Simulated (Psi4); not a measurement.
# A workflow on [BBrH3]− (SMILES [H][B-]([H])([H])Br)

Wanted: a structure relaxation (B3LYP-D3(BJ)/def2-SVP), then the harmonic vibrations, then a single-point energy (MP2/def2-TZVPP) of [BBrH3]−. 

The calculation is run with Psi4 1.11.

### 1 The molecule

[BBrH3]−: 5 atoms, total charge -1, spin state singlet. As SMILES, `[H][B-]([H])([H])Br`. Geometry: a GFN2-xTB relaxation, a rough one for these elements and not checked as a minimum. The run starts from this shape.

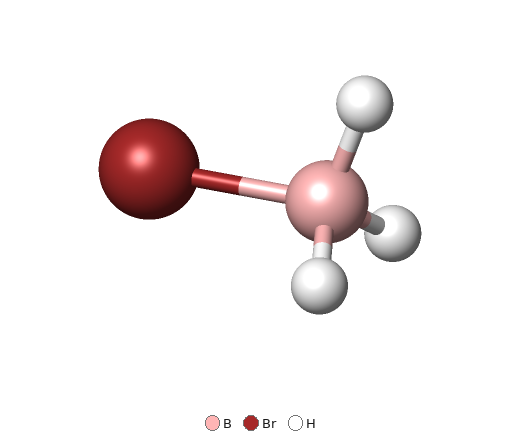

The structure, seen from a chosen angle (boron pink, bromine red, hydrogen white).

### 2 A geometry optimisation at B3LYP-D3(BJ)/def2-SVP (density fitting) (run 1)

Contents of calc.py:

```python
import psi4

psi4.set_memory(1600000000)
psi4.set_num_threads(1)
psi4.core.set_output_file('psi4.out', False)

mol = psi4.geometry("""
-1 1
B     -0.002450     0.001710    -0.185070
Br     0.015160    -0.019850     1.842860
H      1.149500     0.010510    -0.559790
H     -0.585750     1.003800    -0.536400
H     -0.576460    -0.996180    -0.561610
symmetry c1
""")

psi4.set_options({
    'geom_maxiter': 60,
})

result, w = psi4.optimize("b3lyp-d3(bj)/def2-SVP", return_wfn=True)
print(f'b3lyp-d3(bj)/def2-SVP energy: {result:.10f} Eh')
print(mol.to_string(dtype='xyz', units='Angstrom'))
```

On the command line:

```
$ python calc.py
```

psi4.out:

```text
gradient() will perform analytic gradient computation.

   => Loading Basis Set <=

    Name: DEF2-SVP
    Role: ORBITAL
    Keyword: BASIS

   => B3LYP-D3(BJ): Empirical Dispersion <=

        s6 =       1.000000
        s8 =       1.988900
        a1 =       0.398100
        a2 =       4.421100

         ---------------------------------------------------------
                                   SCF
                              RKS Reference
                        1 Threads,   1525 MiB Core
         ---------------------------------------------------------

  ==> Geometry <==

    Molecular point group: c1
    Full point group: C1

    Geometry (in Angstrom), charge = -1, multiplicity = 1:

[... 159 lines left out ...]
  Energy and wave function converged.
[... 354 lines left out ...]
  @DF-RKS Final Energy: -2600.58265274376345
[... 245 lines left out ...]
    One-Electron Energy =               -3768.2449753819005309
[... 242 lines left out ...]
    DFT Exchange-Correlation Energy =     -77.8181061143854294
[... 242 lines left out ...]
    Total Energy =                      -2600.5830618972072443
[... 298 lines left out ...]
    Weights Tolerance      =       1.00E-15
[... 317 lines left out ...]
	  Convergence Criteria     1.00e-06 *    3.00e-04 *             o    1.20e-03 *             o
[... 4 lines left out ...]
Next Geometry in Ang
	Fragment 1 (Ang)

	    B  -0.0137815663   0.0207585537  -1.8282090281
	   Br   0.0025696313  -0.0038299878   0.3379900625
	    H   1.1663225842   0.0296638397  -2.1732734884
	    H  -0.6120472101   1.0461786429  -2.1482295978
	    H  -0.6033834879  -1.0021506501  -2.1714946420

    Final optimized geometry and variables:
    Molecular point group: c1
    Full point group: C1

    Geometry (in Angstrom), charge = -1, multiplicity = 1:

    B           -0.013757741553     0.020762939939    -1.828161483551
    BR           0.002546380842    -0.003837603314     0.337951912620
    H            1.166322529700     0.029665384880    -2.173304607208
    H           -0.612047302891     1.046154783753    -2.148227938984
    H           -0.603383914866    -1.002125106906    -2.171474576740

[set-up sections that repeat, and orbital energies of the middle runs, are left out above]
```

On the terminal:

```text
Some dependencies such as QCElemental have not yet finished migration to pydantic v2. If issues are encountered please downgrade pydantic or upgrade QCElemental as appropriate
	Previous geometry is closer to target in internal coordinates, so using that one.

	Best geometry has RMS(Delta(q)) = 1.94e-06

	Previous geometry is closer to target in internal coordinates, so using that one.

	Best geometry has RMS(Delta(q)) = 1.31e-07

Optimizer: Optimization complete!
b3lyp-d3(bj)/def2-SVP energy: -2600.5830634423 Eh
5
-1 1 BBrH3
B                    -0.013757741553     0.020762939939    -1.828161483551
Br                    0.002546380842    -0.003837603314     0.337951912620
H                     1.166322529700     0.029665384880    -2.173304607208
H                    -0.612047302891     1.046154783753    -2.148227938984
H                    -0.603383914866    -1.002125106906    -2.171474576740
```

It took 18 s on 1 thread of AMD EPYC 9R45 (Zen 5), shared host; peak memory 0.42 GiB.

Steps, from the record of the run:

```
step  energy from the first frame kept (eV)  largest force (eV/Å)
   0                                 0.0000                1.2772
   1                                -0.0799                0.5103
   2                                -0.0863                0.3488
   3                                -0.0903                0.1342
   4                                -0.0911                0.0255
   5                                -0.0911                0.0064
   6                                -0.0911                0.0013
```

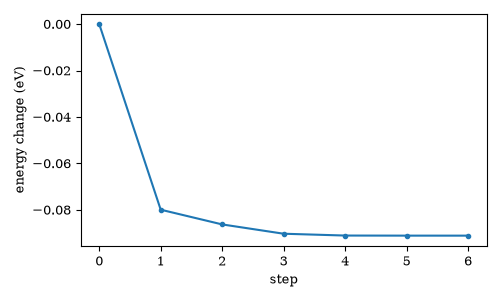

Energy along the run.

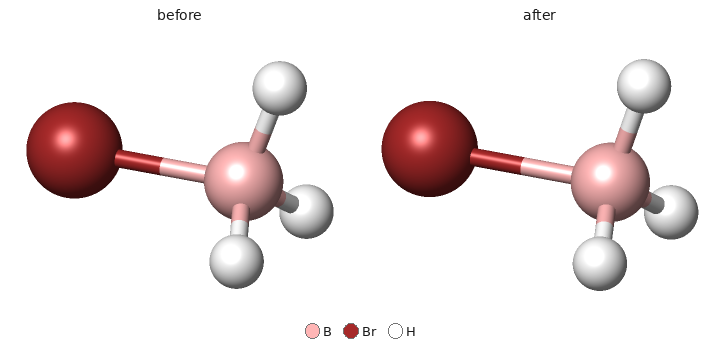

Before and after, at one scale.

After the run. Bond lengths: B1–Br2 2.166 Å, B1–H3 1.230 Å, B1–H4 1.230 Å, B1–H5 1.230 Å. Angles: Br2–B1–H3 105.9°, Br2–B1–H4 105.9°, Br2–B1–H5 105.9°, H3–B1–H4 112.8°, H3–B1–H5 112.8°, H4–B1–H5 112.8°.

### 3 Vibrational wavenumbers at B3LYP-D3(BJ)/def2-SVP (density fitting) (run 2)

Contents of bbrh3.xyz:

```xyz
5
BBrH3
B     -0.001314     0.004309    -0.303412
Br     0.014990    -0.020292     1.862702
H      1.178766     0.013211    -0.648555
H     -0.599604     1.029701    -0.623478
H     -0.590941    -1.018579    -0.646725
```

Contents of job.py:

```python
import psi4

psi4.set_memory('1600 MB')
psi4.set_num_threads(1)
psi4.core.set_output_file('bbrh3.out', False)

with open('bbrh3.xyz') as f:
    atoms = ''.join(f.readlines()[2:])
geom = psi4.geometry('-1 1\n' + atoms + '')

psi4.set_options({
    'reference': 'rks',
    't': 298.15,
    'rotational_symmetry_number': 3,
})

e = psi4.frequencies('b3lyp-d3(bj)/def2-SVP')
print('E =', round(e, 9))
for k in ('ZPVE', 'ENTHALPY', 'GIBBS FREE ENERGY'):
    print(f'{k}: {psi4.variable(k):.8f} Eh')
```

On the command line:

```
$ python job.py
```

bbrh3.out:

```text
Psi4 1.11 release

gradient() will perform analytic gradient computation.

   => Loading Basis Set <=

    Name: DEF2-SVP
    Role: ORBITAL
    Keyword: BASIS

   => B3LYP-D3(BJ): Empirical Dispersion <=

        s6 =       1.000000
        s8 =       1.988900
        a1 =       0.398100
        a2 =       4.421100

         ---------------------------------------------------------
                                   SCF
                              RKS Reference
                        1 Threads,   1525 MiB Core
         ---------------------------------------------------------

  ==> Geometry <==

    Molecular point group: c1
    Full point group: C1

    Geometry (in Bohr), charge = -1, multiplicity = 1:

[... 587 lines left out ...]
   @DF-RKS iter   2: -2600.23000007345308   -7.85528e-02   2.17406e-02 DIIS/ADIIS
[... 667 lines left out ...]
    Weights Tolerance      =       1.00E-15
[... 690 lines left out ...]
    Total Energy =                      -2600.5830622234325347
[... 746 lines left out ...]
    Two-Electron Energy =                1174.5306512302111059
[... 765 lines left out ...]
  Energy and wave function converged.
[... 762 lines left out ...]
   @DF-RKS iter   6: -2600.58306128721415   -9.94675e-06   6.24938e-06 DIIS
[... 790 lines left out ...]
    Translational S                         39.500 [cal/(mol K)]      165.268 [J/(mol K)]       0.06294742 [mEh/K] (mol. weight = 92.9511 [u], P = 101325.00 [Pa])
[... 49 lines left out ...]
  Gibbs free energy, G = H - T * S
    Electronic contrib to G beyond E_e       0.000 [kcal/mol]        0.000 [kJ/mol]       0.00000000 [Eh]
    Translational contrib to G             -10.296 [kcal/mol]      -43.077 [kJ/mol]      -0.01640731 [Eh]
    Rotational contrib to G                 -4.791 [kcal/mol]      -20.047 [kJ/mol]      -0.00763558 [Eh]
    Vibrational contrib to G                17.804 [kcal/mol]       74.491 [kJ/mol]       0.02837230 [Eh]
  Correction G                               2.717 [kcal/mol]       11.367 [kJ/mol]       0.00432941 [Eh]
  Total G, Gibbs energy at  298.15 [K]                                                -2600.57873403 [Eh]
  *** Absolute Gibbs energy, not a free energy of formation ***

[set-up sections that repeat, and orbital energies of the middle runs, are left out above]
```

Standard output:

```text
Warning: used thermodynamics relations inappropriate for low-frequency modes: ['391.7938']
E = -2600.583063443
ZPVE: 0.02858327 Eh
ENTHALPY: -2600.55015153 Eh
GIBBS FREE ENERGY: -2600.57873403 Eh
```

Wall time 64 s (1 thread of AMD EPYC 9R45 (Zen 5), shared host); peak memory 0.45 GiB.

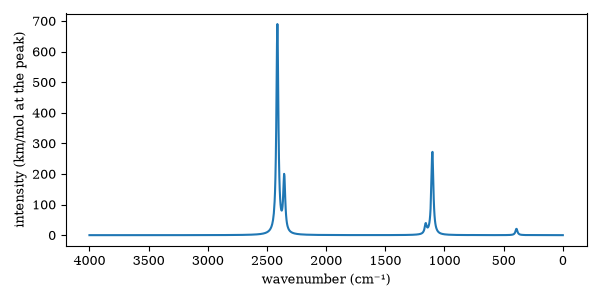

Harmonic infrared spectrum, unscaled, lines broadened by 10 cm⁻¹.

### 4 A single-point energy at MP2/def2-TZVPP (density fitting, density fitting for correlation) (run 3)

Contents of input.in:

```
memory 1.6 GB

molecule system {
  -1 1
  B
  Br 1 2.166315
  H 1 1.229549 2 105.87501
  H 1 1.229562 3 112.82404 2 115.34656
  H 1 1.229562 3 112.8235 4 129.31189
}

set basis def2-TZVPP
set reference rhf
set num_frozen_docc 10

energy("mp2")
```

On the command line:

```
$ psi4 -i input.in -o input.out -n 1
```

input.out:

```text
Psi4 1.11 release

    SCF Algorithm Type (re)set to DF.

   => Loading Basis Set <=

    Name: DEF2-TZVPP
    Role: ORBITAL
    Keyword: BASIS

         ---------------------------------------------------------
                                   SCF
                              RHF Reference
                        1 Threads,   1525 MiB Core
         ---------------------------------------------------------

  ==> Geometry <==

    Molecular point group: c1
    Full point group: C1

    Geometry (in Angstrom), charge = -1, multiplicity = 1:

[... 94 lines left out ...]
   @DF-RHF iter SAD: -2596.44692853864581   -2.59645e+03   0.00000e+00
[... 4 lines left out ...]
   @DF-RHF iter   5: -2598.90768939665713   -5.79569e-05   1.80603e-05 DIIS
[... 4 lines left out ...]
   @DF-RHF iter  10: -2598.90769522193114   -4.27463e-11   8.45804e-09 DIIS
[... 37 lines left out ...]
    One-Electron Energy =               -3767.7445852177102097
[... 18 lines left out ...]
 Dipole Z            :          8.6265635           -7.1920178            1.4345458
[... 47 lines left out ...]
	 Correlation Energy        =      -0.4220696479217808 [Eh]
[... 9 lines left out ...]
	 SCS Total Energy          =   -2599.3196061755379560 [Eh]
[... 2 lines left out ...]
	total time  =          0 seconds =       0.00 minutes

    Psi4 run time: 0:00:01.45
```

Run time: 2.5 s. Hardware: 1 thread of AMD EPYC 9R45 (Zen 5), shared host; peak memory 0.26 GiB.

### 5 Results

```
                                                                               quantity             value
                                  run 1, B3LYP-D3(BJ)/def2-SVP: total energy at the end    -2600.58306 Eh
                                              run 1, B3LYP-D3(BJ)/def2-SVP: HOMO energy          -1.14 eV
                                              run 1, B3LYP-D3(BJ)/def2-SVP: LUMO energy           6.97 eV
                                            run 1, B3LYP-D3(BJ)/def2-SVP: HOMO–LUMO gap           8.11 eV
                                        run 1, B3LYP-D3(BJ)/def2-SVP: dispersion energy     -11.72 kJ/mol
                               run 2, B3LYP-D3(BJ)/def2-SVP: lowest harmonic wavenumber          392 cm⁻¹
                              run 2, B3LYP-D3(BJ)/def2-SVP: highest harmonic wavenumber         2412 cm⁻¹
                                        run 2, B3LYP-D3(BJ)/def2-SVP: zero-point energy       75.0 kJ/mol
run 2, B3LYP-D3(BJ)/def2-SVP: ideal-gas entropy at 298.15 K (symmetry number 3 as used)  60.2 cal/(mol K)
                                                    run 3, MP2/def2-TZVPP: total energy    -2599.32976 Eh
                             run 3, MP2/def2-TZVPP: HOMO energy (Hartree–Fock orbitals)          -4.80 eV
                             run 3, MP2/def2-TZVPP: LUMO energy (Hartree–Fock orbitals)           8.04 eV
                           run 3, MP2/def2-TZVPP: HOMO–LUMO gap (Hartree–Fock orbitals)          12.84 eV
                    run 3, MP2/def2-TZVPP: correlation energy (10 core orbitals frozen)        -422.1 mEh
```

In words: The optimisation (run 1, B3LYP-D3(BJ)/def2-SVP) took 7 steps and changed the energy by -0.091 eV. All 9 modes are real, so the shape is a minimum at this level.
